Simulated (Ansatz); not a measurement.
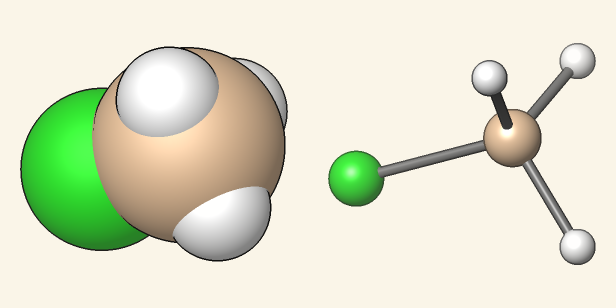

Two views of one molecule. Colours: silicon light orange, chlorine green, hydrogen white.

Computed geometry: PBE0-D4/def2-TZVP optimisation.

Identify the structure.

The molecule is ClH₃Si. The point group is C3v. Coordination: 1 Si tetrahedral.

More results for the same structure follow; atom numbers are the same in all pictures, views and colours differ.

### Shape

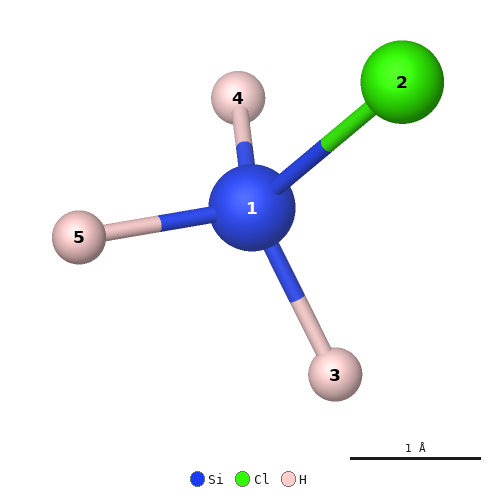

Numbered structure.

Which atoms are bonded, and how long are the bonds?

```json
{"bond": "Si1–Cl2", "length (Å)": "2.053"}
{"bond": "Si1–H3", "length (Å)": "1.481"}
{"bond": "Si1–H4", "length (Å)": "1.481"}
{"bond": "Si1–H5", "length (Å)": "1.481"}
```

### Electronic properties

Method: RKS PBE0-D4/def2-TZVPP (Ansatz 0.2.0).

> Estimate the LUMO energy (Kohn–Sham orbital).

−0.09 eV.

> Estimate the HOMO energy (Kohn–Sham orbital).

−9.03 eV.

### Thermal motion

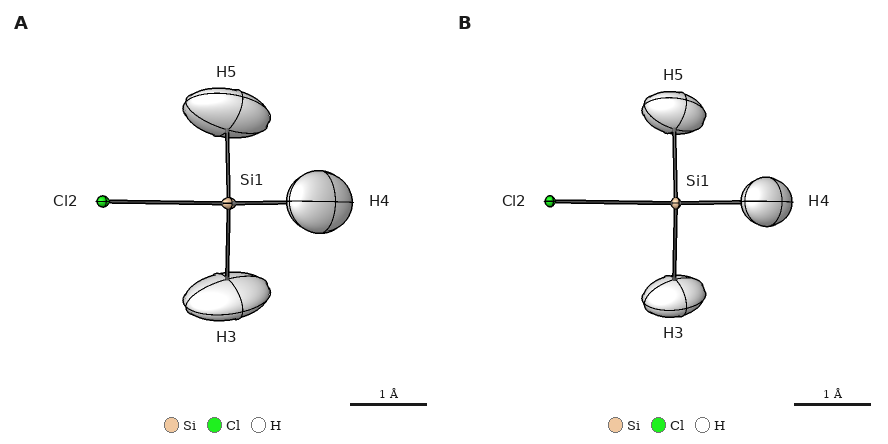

Displacement ellipsoids at the 50 % level, scaled by 2, from the internal vibrations of the free molecule (harmonic, no overall translation or rotation; no half-axis is drawn under 0.075 Å). Vibrations computed with RKS PBE0-D4/def2-TZVP (Ansatz 0.2.0). One panel is for 0 K (zero-point motion alone), the other for 900 K.

> Which panel is for 900 K?

A.

> How much does the mean-square displacement of H4 grow, and why?

U_eq goes from 0.0132 to 0.0222 Å², a factor of 1.7. Modes below kT (626 cm⁻¹ at 900 K) grow about in proportion to T, and the lowest lies at 552 cm⁻¹; the mean-square amplitude of a mode is its zero-point value times coth(ħω/2kT), which comes close to 1 only above about 3kT.

### Charges

The questions are on Mulliken charges. Level of theory: RKS PBE0-D4/def2-TZVP (Ansatz 0.2.0).

List the Mulliken charges.

```json
{"atom": "Si1", "value (e)": "0.28"}
{"atom": "Cl2", "value (e)": "−0.25"}
{"atom": "H3", "value (e)": "−0.01"}
{"atom": "H4", "value (e)": "−0.01"}
{"atom": "H5", "value (e)": "−0.01"}
```

Mulliken values depend strongly on the basis set and can even reverse the polarity of a bond.
